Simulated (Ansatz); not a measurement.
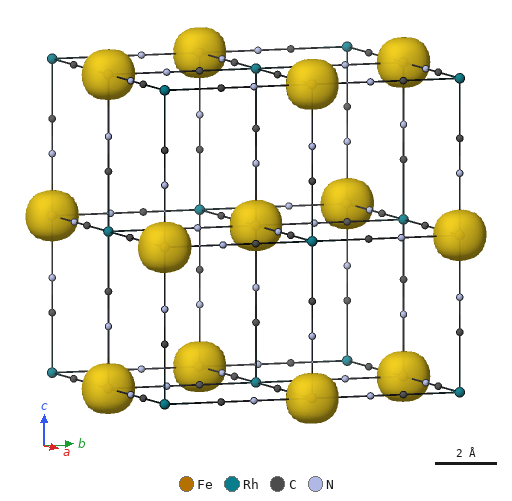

Figure 1: FeRhC$_{6}$N$_{6}$. Isosurface of the spin density (up minus down) at +0.2 e/Å³ (yellow), seen slightly off an axis. Sticks mark near contacts.

Space group Fm-3m; a structure generated by program, which may or may not match a known phase; spin-polarised.

These are results of DFT PBE, scalar-relativistic, plane waves, PAW in Ansatz, not measurements.

The density is the valence pseudo-density of a PAW calculation; it isn't the true density close to the nuclei.

> Where is the spin, and how is it ordered?

The spin density sits on Fe: +3.9 μB (×4) in one cell of 56 atoms, with smaller moments on other sites: Rh (up to +0.07 μB): parallel main moments, as they must be, since the calculation's own cell holds one magnetic site. The cell of the calculation (14 atoms) carries 5.0 μB of net spin moment.
